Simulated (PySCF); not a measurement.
C$_{3}$H$_{5}$FSi (SMILES C#C[SiH2]CF)

```xyz
10

C     2.7221    0.4787    0.4600
C     1.6361   -0.0378    0.2724
Si   -0.0192   -0.7777   -0.0133
C    -1.2862    0.6325   -0.1456
F    -2.5392    0.0975   -0.3661
H     3.6860    0.9270    0.6257
H    -0.3779   -1.6695    1.1257
H    -0.0088   -1.5633   -1.2797
H    -1.0272    1.3143   -0.9750
H    -1.3014    1.2338    0.7806
```

Geometry: PBE0-D3(BJ)/def2-SVP.

Method: B3LYP/pcSseg-1, SCF density, gas phase, non-relativistic (PySCF 2.14.0).

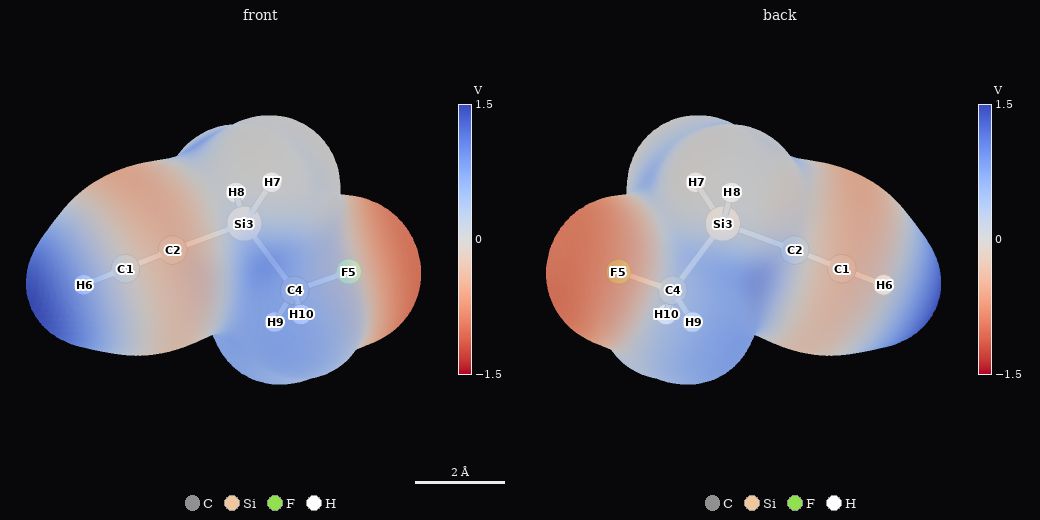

Figure 1. The molecular electrostatic potential painted on the density surface at 0.001 e/bohr³, seen from the front and from behind; the colour scale runs from red (negative) to blue (positive).

Where is the surface potential most negative and most positive?

The most negative region (about −0.9 V, or −21 kcal/mol for a unit charge) lies over F5, the most positive (about +1.4 V, or +32 kcal/mol for a unit charge) over H6.

What dipole moment does the calculation give?

Its dipole moment is 2.13 D.

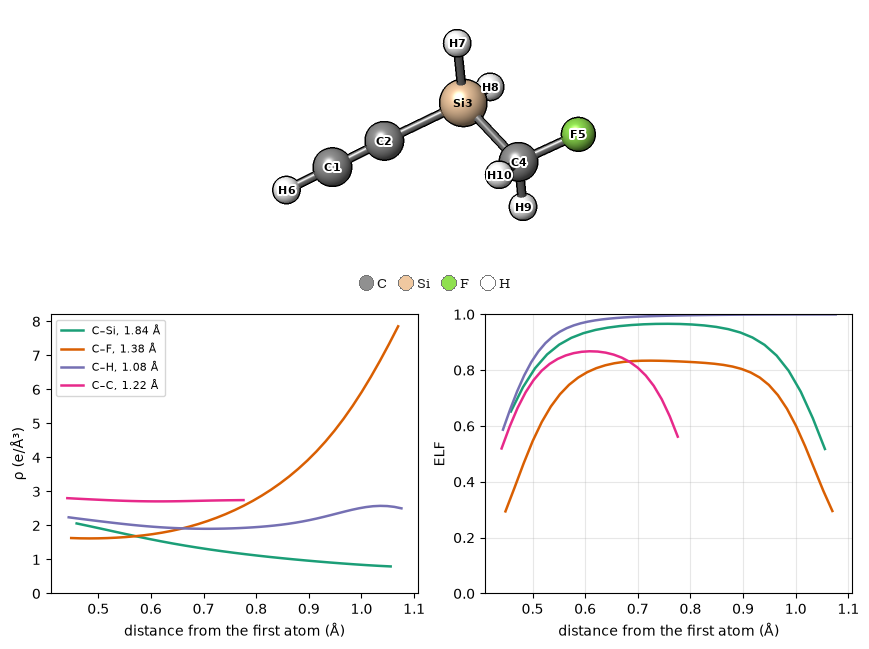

Figure 2. Electron density and electron localisation function along straight lines between neighbouring atoms. The curves leave out the atomic cores. The structure is drawn too.

What can be read from the curves?

C–Si (1.84 Å): ρ at the midpoint is about 0.94 e/Å³; the ELF peaks at about 0.95 between the atoms; a shared electron pair.
C–F (1.38 Å): the density is about 2 e/Å³ at the midpoint, with its minimum of 1.6 e/Å³ about 0.5 Å from C; the ELF peaks at about 0.85 between the atoms (a shared but strongly polarised pair).
C–H (1.08 Å): ρ at the midpoint is about 2.1 e/Å³; the ELF climbs to about 1 towards the hydrogen, as it does in any bond to H: an ordinary covalent bond to hydrogen.
C–C (1.22 Å): ρ is about 2.7 e/Å³ halfway; the ELF peaks at about 0.85 between the atoms: a short, multiple covalent bond.
